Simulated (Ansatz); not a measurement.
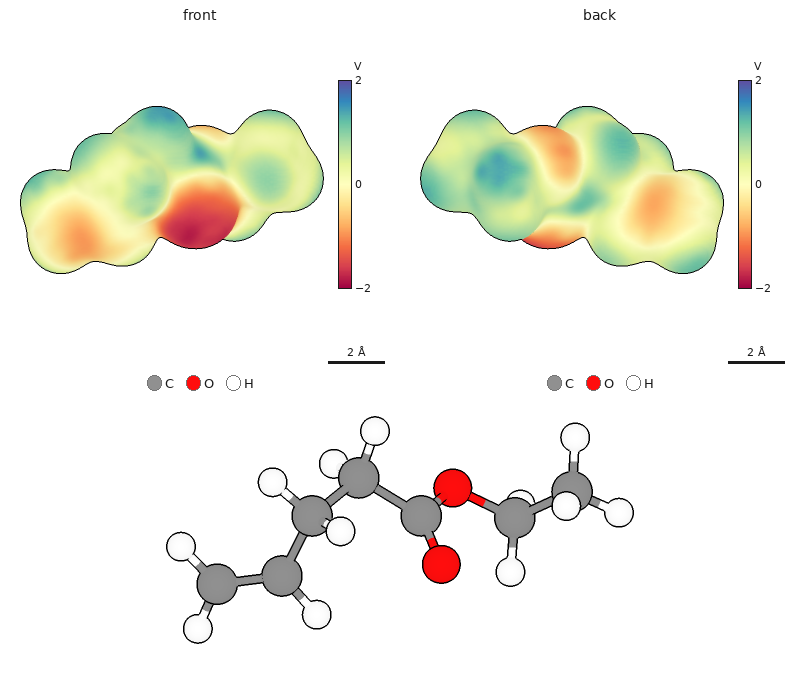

Figure 1: C$_{7}$H$_{12}$O$_{2}$ (SMILES C=CCCC(=O)OCC). The electrostatic potential painted on the density surface at 0.004 e/bohr³, seen from the front and from behind; red is negative and blue positive. The bare structure is drawn below in the same view.

Geometry: PBE0-D4/def2-TZVP.

Theory: RKS PBE0-D4/def2-TZVPP in Ansatz.

```xyz
21

C    -1.9082   -0.0792   -3.3707
C    -1.1484    0.3493   -2.3727
C     0.2643   -0.0750   -2.1402
C     0.4501   -0.8174   -0.8232
C     0.2459    0.0542    0.3860
O     0.2211    1.2569    0.3772
O     0.1147   -0.6868    1.4926
C    -0.0282    0.0273    2.7276
C     1.3130    0.4240    3.2940
H    -2.9309    0.2588   -3.4915
H    -1.5315   -0.7804   -4.1098
H    -1.5551    1.0567   -1.6538
H     0.9113    0.8081   -2.1326
H     0.5941   -0.7186   -2.9600
H     1.4684   -1.2157   -0.7494
H    -0.2183   -1.6787   -0.7505
H    -0.5487   -0.6682    3.3868
H    -0.6581    0.9020    2.5584
H     1.9510   -0.4514    3.4314
H     1.8172    1.1312    2.6343
H     1.1763    0.9031    4.2663
```

### Describe the electrostatic potential map.

The most negative region (about −1.7 V, or −39 kcal/mol for a unit charge) lies over O6, the most positive (about +1.4 V, or +32 kcal/mol for a unit charge) over C5, H15 and H17. O6 is the likeliest acceptor of a hydrogen bond.
